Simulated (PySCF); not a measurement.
**C₇H₁₂Si (SMILES C#C[C@](C)(C=C)[SiH2]C): density, localisation and related maps**

Input

```
{"job": {"kind": "nmr", "xc": "PBE0", "basis": "pcSseg-1"}, "charge": 0, "multiplicity": 1}
C      0.079347     2.582681     0.150690
C     -0.181962     1.423065     0.003154
C     -0.461221     0.018439    -0.203510
C     -0.477309    -0.273243    -1.709864
C     -1.767042    -0.383810     0.408424
C     -2.421208     0.282576     1.342701
Si     0.932372    -0.994280     0.681580
C      2.609668    -0.559926    -0.089284
H      0.290130     3.601906     0.282601
H     -1.302068     0.256534    -2.186481
H     -0.601202    -1.339572    -1.891103
H      0.450223     0.054849    -2.174217
H     -2.158165    -1.321490     0.034252
H     -3.350536    -0.077514     1.750618
H     -2.054082     1.217924     1.731225
H      0.896259    -0.644110     2.104449
H      0.635671    -2.421780     0.495627
H      2.765636     0.515016    -0.103879
H      3.418358    -1.005860     0.480449
H      2.691982    -0.920727    -1.110467
```

Run with:

```sh
OMP_NUM_THREADS=1 python probes_run.py task.json out
```

Geometry: GFN2-xTB.

These are results of PBE0/pcSseg-1, SCF density, gas phase, non-relativistic (PySCF), not measurements.

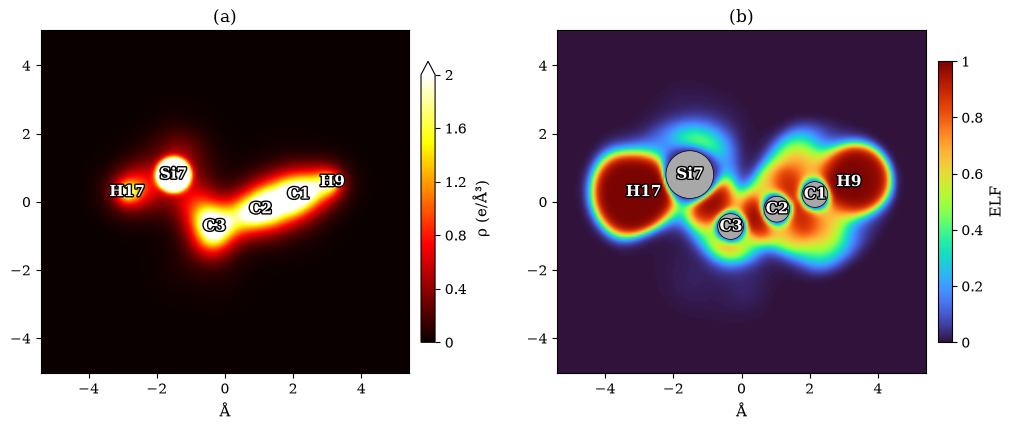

Figure 1. (a) electron density; (b) ELF on the plane of atoms C2, C3 and Si7. Grey discs cover the atomic cores in the ELF map.

What does the map show?

Answer.
- The plane passes through C, Si and H nuclei.
- C–C (1.20 Å): ρ at the midpoint is about 2.7 e/Å³; the ELF peaks at about 0.85 between the atoms: a short, multiple covalent bond.
- C–H (1.05 Å): the density is about 2.2 e/Å³ at the midpoint; the ELF climbs to about 1 towards the hydrogen, as it does in any bond to H; an ordinary covalent bond to hydrogen.
- C–Si (1.94 Å): the density is about 0.87 e/Å³ at the midpoint; the ELF peaks at about 0.95 between the atoms: localised, covalent bonding.
- Si–H (1.47 Å): the density is about 0.79 e/Å³ at the midpoint; the ELF climbs to about 1 towards the hydrogen.

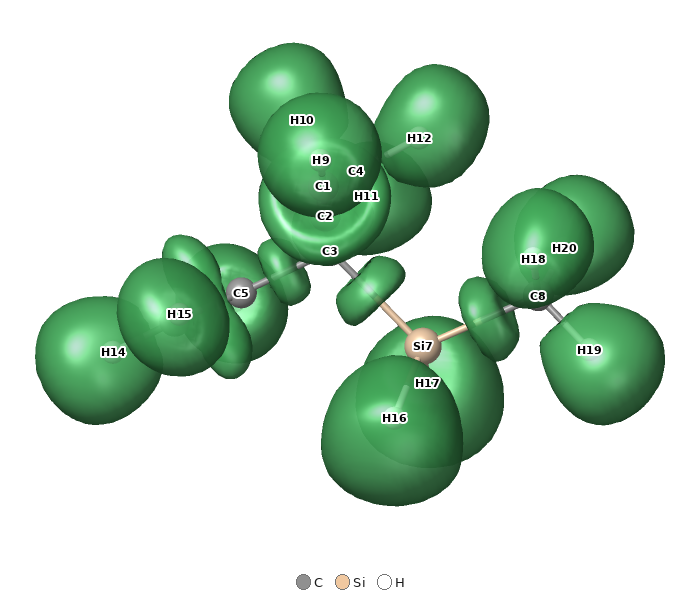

Figure 2. Isosurface of the electron localisation function at 0.8 (green), seen from one side. Only the valence region is drawn (cores and ρ < 0.01 e/Å³ removed).

Describe the localisation domains.

Answer. The ELF exceeds this value in five regions between bonded C–C atoms (shared pairs), two regions between bonded C–Si atoms (shared pairs) and twelve regions around hydrogen nuclei.


 C–Si (1.90 Å): the ELF peaks at about 0.95 between the atoms (a shared electron pair).

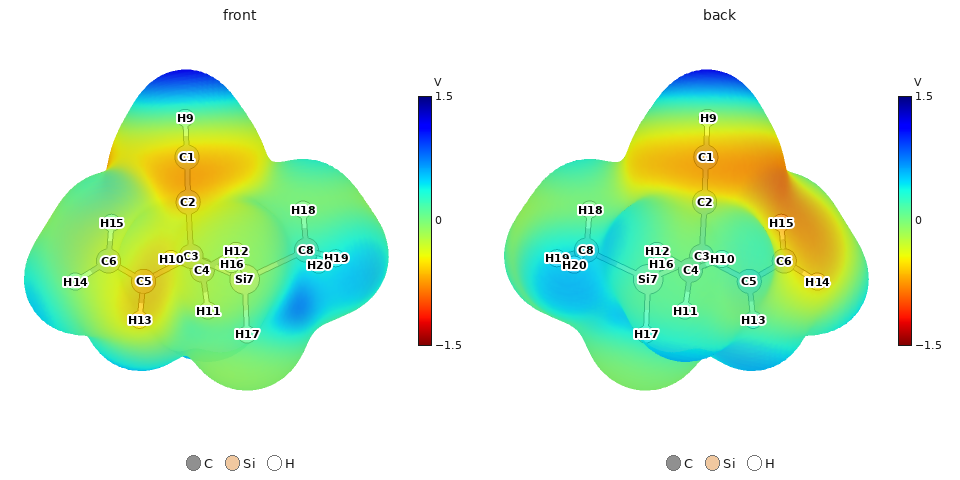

Figure 3. The electrostatic potential painted on the density surface at 0.001 e/bohr³, seen from the front and from behind; the colour scale runs from red (negative) to blue (positive).

Where is the surface potential most negative and most positive?

Answer. The most negative region (about −0.9 V) lies over C1, C2 and C6, the most positive (about +1.1 V) over H9.

What dipole moment does the calculation give?

Answer. Its dipole moment is 0.80 D.
